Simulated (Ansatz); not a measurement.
Map of one atom of the cell for AlNi (CsCl type)

Relaxed AlNi (CsCl type):

```
CELL_PARAMETERS angstrom
      2.89266     0.00000     0.00000
      0.00000     2.89266     0.00000
      0.00000     0.00000     2.89266
ATOMIC_POSITIONS crystal
  Al 0.00000 0.00000 0.00000
  Ni 0.50000 0.50000 0.50000
```

Two-dimensional scan of atom 2 (Ni, nearest neighbour Al at 2.505 Å; its periodic images, 2.9 Å or more away, move with it): u runs along (0.707, 0.707, 0.000), v along (0.000, 0.000, 1.000) (Cartesian). Cell and other atoms are fixed.

These are PBE (plane waves to 420 eV, PAW, scalar-relativistic; Ansatz, a first-principles code) values and carry that method's errors. k mesh 13×13×13 (Γ-centred), Fermi-Dirac smearing 0.05 eV. Energies are smeared free energies. With partly filled bands, energies and forces of such displacements shift with the k mesh and the smearing. AlNi is run without spin polarisation. AlNi was relaxed with its symmetry unable to fall. The PAW data are Ansatz's earlier set. ΔE is measured from the undisplaced structure. Axes are in Å.

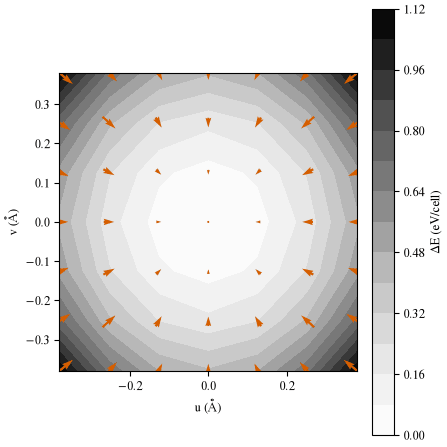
*ΔE (eV/cell) over the plane, with arrows for the in-plane force on the moved atom.*

Highest place on the grid, met at several equal points: u = -0.380 Å, v = -0.380 Å; u = 0.380 Å, v = -0.380 Å; u = -0.380 Å, v = 0.380 Å; u = 0.380 Å, v = 0.380 Å (1099 meV/cell). Principal force constants in the plane (five-point differences of the forces): 5.7 eV/Å², isotropic. Centre of the map: a minimum. Lowest place on the grid: u = 0.000 Å, v = 0.000 Å (0 meV/cell).

(A displaced cell: forces are minus the slopes of the energy, force constants its curvatures, and phonons follow from these.)
